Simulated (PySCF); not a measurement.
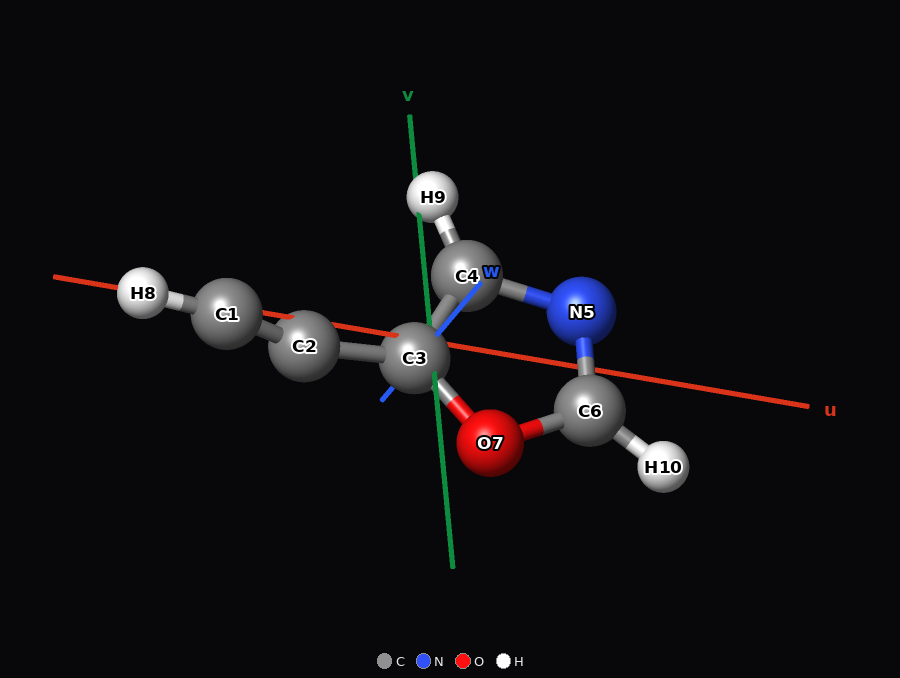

The lines u, v and w are the principal axes of the static dipole polarisability. Geometry: a frame of a GFN2-xTB molecular-dynamics simulation, not a minimum. Method: PBE0/def2-SVPD (PySCF 2.14.0).

### Along which axis is the molecule most polarisable, and along which least?

Most along u (nearly parallel to the C2–C3 bond), least along w.

### Give the three principal values.

u 102.5, v 56.0, w 40.5 bohr³; mean 66.3, anisotropy 55.8 bohr³.
